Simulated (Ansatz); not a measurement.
The calculation's input:

```
crystal:
  periodic: [false, false, false]
  atoms:
    - symbol: Cl
      position_ang: [-2.117406, -1.291512, 2.525650]
    - symbol: Ga
      position_ang: [-1.027560, -0.420999, 0.815860]
    - symbol: Ga
      position_ang: [1.393406, -0.126340, 1.403686]
    - symbol: N
      position_ang: [0.395117, -1.747449, 0.311643]
    - symbol: H
      position_ang: [-1.816045, 0.346744, -0.296315]
    - symbol: H
      position_ang: [0.588256, -1.883427, -0.680769]
    - symbol: H
      position_ang: [0.326575, -2.663410, 0.755677]
    - symbol: H
      position_ang: [2.935127, -0.540544, 1.580878]
basis:
  gaussian:
    orbitals: def2-TZVPD
hamiltonian:
  xc: pbe0
output:
  forces: true
  orbitals: {seedname: orbitals}
```

Launched as:

```sh
ansatz run input.yaml --threads 2 --pin off --max-ram 4350MiB --events-out events.jsonl --progress --plain --runs-dir runs
```

Geometry: B3LYP/6-31G*.

These are results of isolated molecule in a Gaussian basis; Kohn-Sham density functional theory, functional PBE0 (Ansatz 0.2.0), not measurements.

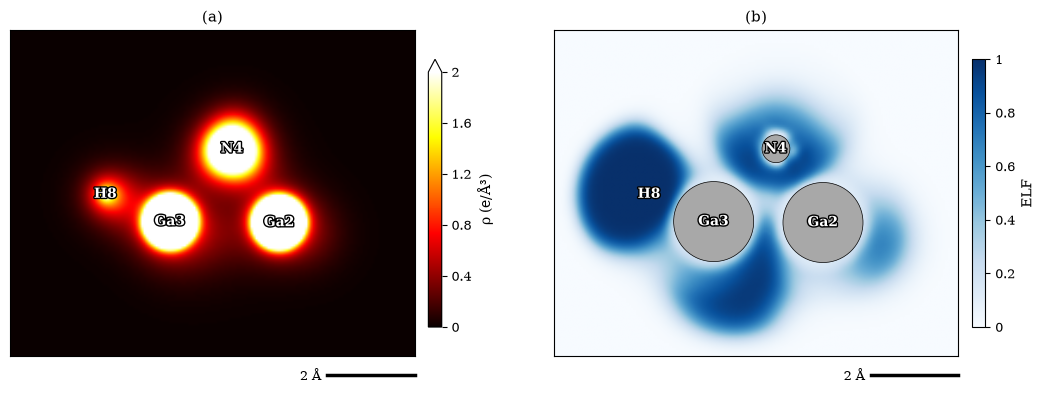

ClGa2H4N. (a) total electron density; (b) ELF on the plane of atoms N4, Ga3 and H8. Grey discs cover the atomic cores in the ELF map.

What do the fields say about this system?

Atoms in the plane: Ga, N and H. Ga–N (2.01 Å): ρ is about 0.64 e/Å³ halfway; the ELF peaks at about 0.90 in the valence shell of N, 0.6 Å from its nucleus, and is about 0.35 at the midpoint. Ga–Ga (2.51 Å): ρ is about 0.36 e/Å³ halfway; the ELF reaches about 0.55 near the midpoint. Ga–N (2.19 Å): ρ is about 0.45 e/Å³ halfway; the ELF peaks at about 0.90 in the valence shell of N, 0.7 Å from its nucleus, and is about 0.35 at the midpoint.
